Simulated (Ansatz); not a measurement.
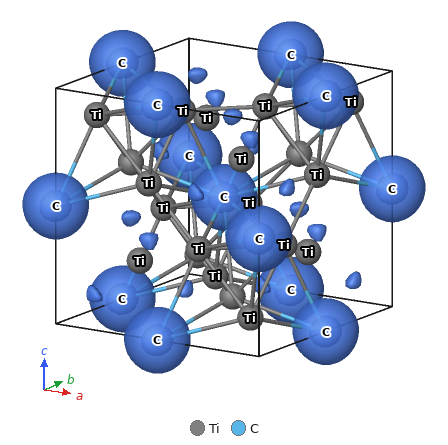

Ti$_{5}$C. Isosurface of the ELF at 0.7 (blue), seen at an oblique angle. Only the valence region is drawn (cores and ρ < 0.01 e/Å³ removed). Sticks mark near contacts.

Space group F-43m; a structure generated by program, which may or may not match a known phase; computed without spin polarisation.

Level of theory: DFT PBE, scalar-relativistic, plane waves, PAW (Ansatz).

Input

```
crystal:
  lattice:
    - [0.0, 3.6221587793, 3.6221587793]
    - [3.6221587793, 0.0, 3.6221587793]
    - [3.6221587793, 3.6221587793, 0.0]
  atoms:
    - { symbol: Ti, position: [0.1222921477, 0.1222921477, 0.6331235569] }
    - { symbol: Ti, position: [0.1222921477, 0.6331235569, 0.1222921477] }
    - { symbol: Ti, position: [0.75, 0.75, 0.75] }
    - { symbol: Ti, position: [0.1222921477, 0.1222921477, 0.1222921477] }
    - { symbol: Ti, position: [0.6331235569, 0.1222921477, 0.1222921477] }
    - { symbol: C, position: [0.5, 0.5, 0.5] }
basis:
  ecutwfc: 420
kpoints:
  mp_grid: { grid: [10, 10, 10] }
hamiltonian:
  xc: pbe
scf:
  occupations: { method: gaussian, width: 0.1 }
output:
  forces: true
  stress: true
  eigenvalues: true
  write_density: true
  write_potential: true
  elf: true
  volumetric_format: npy
relax:
  adjacent_minimum: "off"
  f_tol: 0.01
  max_steps: 80
  cell: { stress_tol: 0.05 }
```

Run with:

```sh
ansatz run input.yaml --threads 1 --pin off --max-ram 2560MiB --backend cpu --events-out ev --progress --plain --runs-dir out
```

Below, planes, directions and counts refer to the conventional cell (a = 7.26 Å, b = 7.26 Å, c = 7.26 Å, α = 90.00°, β = 90.00°, γ = 90.00°).

The fields are those of the run's last geometry, not of the input's.

Identify the bonds, lone pairs and shells in this picture.

The surface consists of four regions wrapped around C (the valence shell of each) and 16 pockets between the atoms, centred on no nucleus (multi-centre or interstitial), counted in one cell of 24 atoms. Any copies at cell faces, edges or corners count once. Profiles from the grid: Ti–Ti (2.52 Å): the ELF is about 0.20 at the midpoint; no localised pair shows between them. Ti–C (3.02 Å): the ELF is about 0.20 at the midpoint: no localised pair shows between them.
